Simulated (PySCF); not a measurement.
SMILES Cl[SiH2]C[CH2][GeH3], CAM-B3LYP/def2-SVP optimised geometry. Atoms within 1.6 Å of the plane z = 0.6 Å (x, y, z in Å): Ge5 (-0.65, 0.74, 0.00), H6 (1.51, -1.98, -0.78), H9 (-1.51, -2.20, -0.70), H12 (0.89, 0.74, 0.00), H13 (-1.15, 2.20, 0.00), H14 (-1.14, 0.04, 1.28).

Calculation: CAM-B3LYP/def2-TZVP run with PySCF.

Map of the log10 of the electron density (e/bohr³), floored at −4 on the plane z = 0.6 Å:

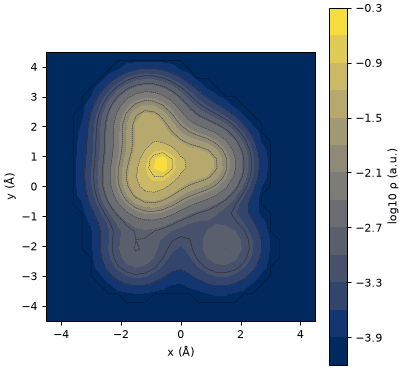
*Log10 of the electron density (e/bohr³), floored at −4 on the plane z = 0.6 Å.*
